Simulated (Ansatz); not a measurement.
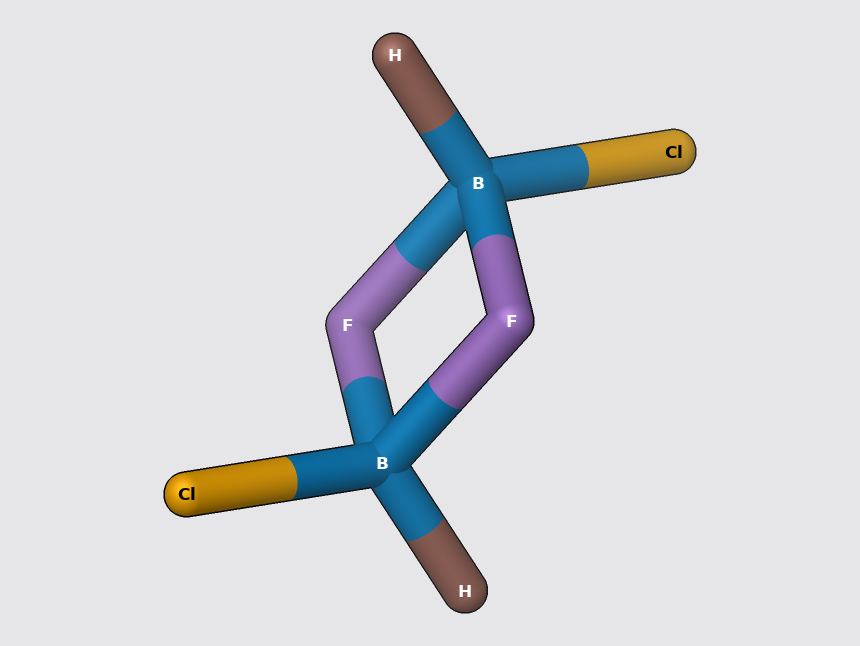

Stick drawing of a structure. Every bond is drawn as one stick, whatever its order.

> What is the molecular formula?

B₂Cl₂F₂H₂, 8 atoms: 2 boron, 2 chlorine, 2 fluorine and 2 hydrogen.

> Write the SMILES.

Cl[B@H-]1[F+][B@H-](Cl)[F+]1

> Name some functional groups or characteristic bonds that it holds.

Among them: B–H bond.

More results for the same structure follow; atom numbers are the same in all pictures, views and colours differ. The geometry was computed by an optimisation with PBE0-D4/def2-TZVP.

### Symmetry

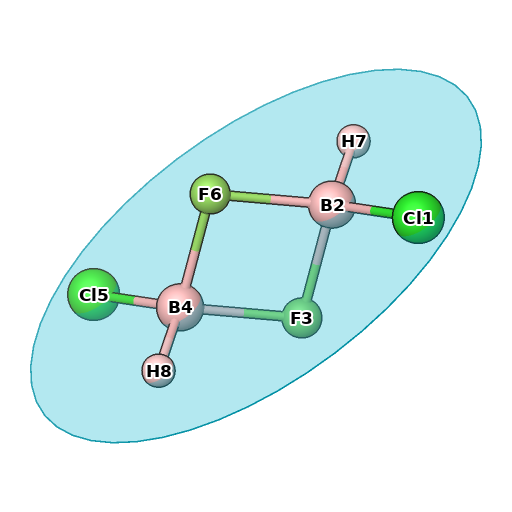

A disc through the centre of mass is drawn in. Depth is shown by fading: the farther an atom, the more it takes the colour of the background.

> Is the plane of the disc a mirror plane of the structure?

Yes. The reflection leaves Cl1, B2, B4, Cl5, H7, H8 in place and moves F3 ↔ F6. The point group is C2h.

### Electronic properties

Method: RKS r2SCAN-D4/def2-TZVPP (Ansatz 0.2.0).

Predict the main results.

- HOMO energy (Kohn–Sham orbital): −8.17 eV
- LUMO energy (Kohn–Sham orbital): −0.68 eV
- HOMO–LUMO gap: 7.49 eV
- dispersion correction: −4.6 kJ/mol

### Charges

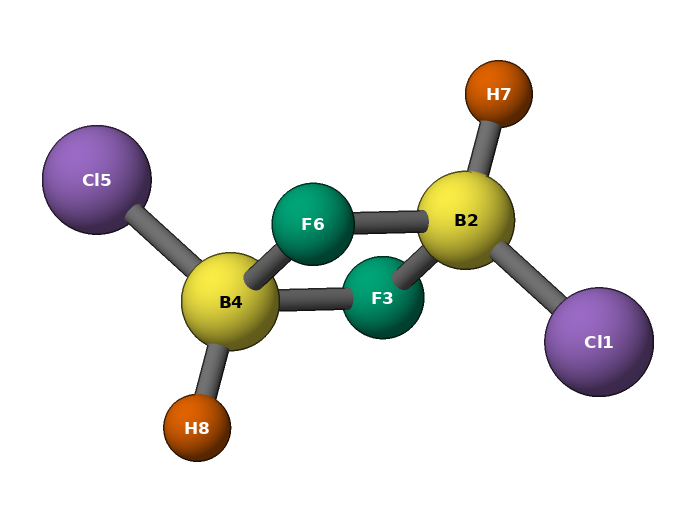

The questions are on Mulliken charges. Properties computed with RKS PBE0-D4/def2-TZVP (Ansatz 0.2.0).

> Which atom carries the highest charge (most positive or least negative)?

B2, B4 (0.22 e).

> And the lowest?

Cl1, Cl5 (−0.13 e).

List the Mulliken charges.

```tsv
atom	value (e)
Cl1	−0.13
B2	0.22
F3	−0.10
B4	0.22
Cl5	−0.13
F6	−0.10
H7	0.02
H8	0.02
```

### Thermal motion

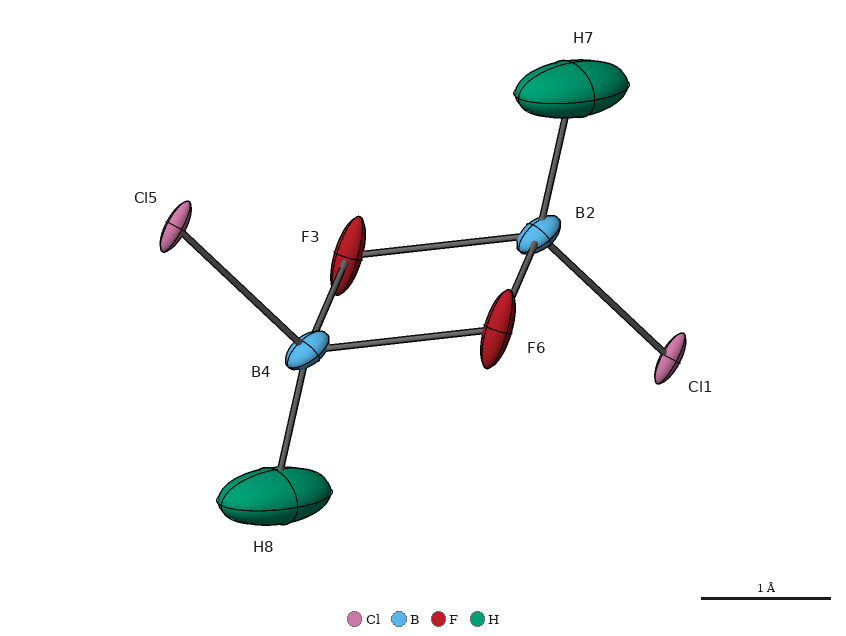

Displacement ellipsoids at the 50 % level, enlarged 1.5 times, from the internal vibrations of the free molecule (harmonic, no overall translation or rotation; no half-axis is drawn under 0.075 Å). Vibrations computed with RKS PBE0-D4/def2-TZVP (Ansatz 0.2.0). Temperature: 200 K.

> Which atom moves most?

H7, H8, with U_eq = 0.0244 Å².

> Does H8 move more along its bond or across it?

Across it: the root-mean-square amplitude is 0.103 Å along the bond and up to 0.212 Å across, since bending and torsion are softer than stretching.

List U_eq and the three principal root-mean-square amplitudes for each kind of atom.

```tsv
atom	U_eq (Å²)	rms amplitudes (Å)
Cl1, Cl5	0.0039	0.036, 0.037, 0.096
B2, B4	0.0047	0.045, 0.065, 0.088
F3, F6	0.0080	0.048, 0.052, 0.138
H7, H8	0.0244	0.093, 0.139, 0.212
```

Mulliken values depend strongly on the basis set and can even reverse the polarity of a bond.
